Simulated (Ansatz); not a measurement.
## A computed series for LiNbO3: response to strain

Consider LiNbO$_{3}$ (space group R3c, No. 161).

```
LiNbO3
1.0
    2.56733     1.48225     4.60804
   -2.56733     1.48225     4.60804
    0.00000    -2.96450     4.60804
Li Nb O
2 2 6
Direct
  0.28078   0.28078   0.28078
  0.78078   0.78078   0.78078
  0.99839   0.99839   0.99839
  0.49839   0.49839   0.49839
  0.10932   0.35998   0.71863
  0.71863   0.10932   0.35998
  0.35998   0.71863   0.10932
  0.21863   0.85998   0.60932
  0.85998   0.60932   0.21863
  0.60932   0.21863   0.85998
```

Cartesian axes are those of the cell as printed.

Strains are applied to the cell and any free atomic positions relax.

Level of theory: plane-wave PAW DFT at the PBEsol level (Ansatz, a first-principles code, 420 eV), no SOC.

Notes on the quantities. pressure: mean of the normal stresses, compression positive.

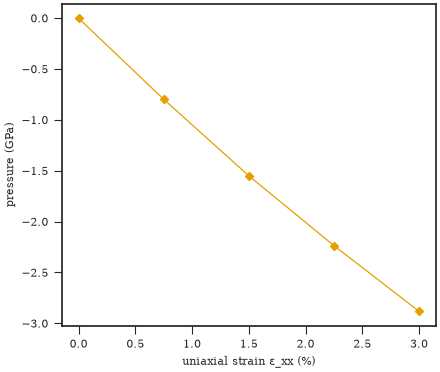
*Pressure against uniaxial strain ε_xx*

```
uniaxial strain ε_xx (%)   pressure
------------------------  ---------
0.75                      -0.80 GPa
1.5                       -1.55 GPa
2.25                      -2.24 GPa
3                         -2.88 GPa
```

Stability against distortions was not tested.
